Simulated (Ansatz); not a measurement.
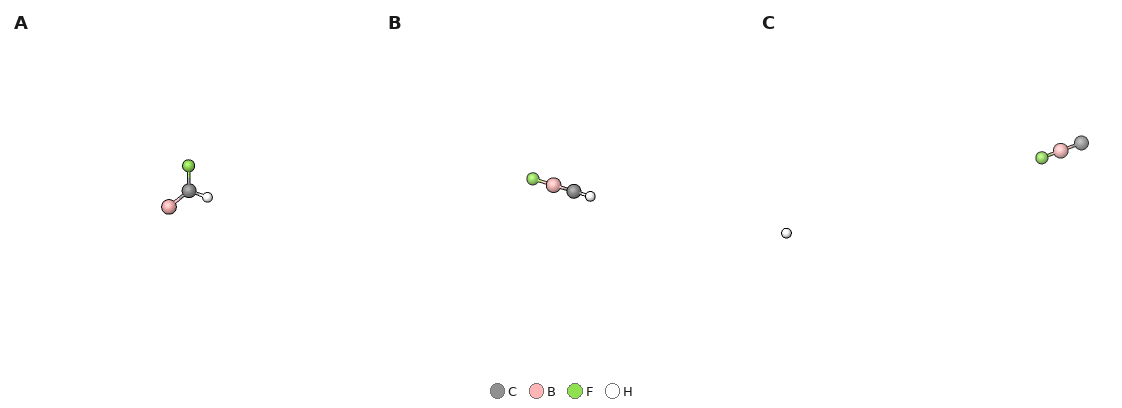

3 stationary structures of one formula. Charge −1, singlet. Geometries: PBE0-D4/def2-TZVPD. Electronic energies: r2SCAN-D4/def2-TZVPPD (Ansatz 0.2.0), without zero-point energy. No frequency run is at hand to confirm each as a minimum.

> Which structure is the most stable?

B is lowest (C∞v); A lies 2.728 eV above it (Cs), C lies 5.374 eV above it.
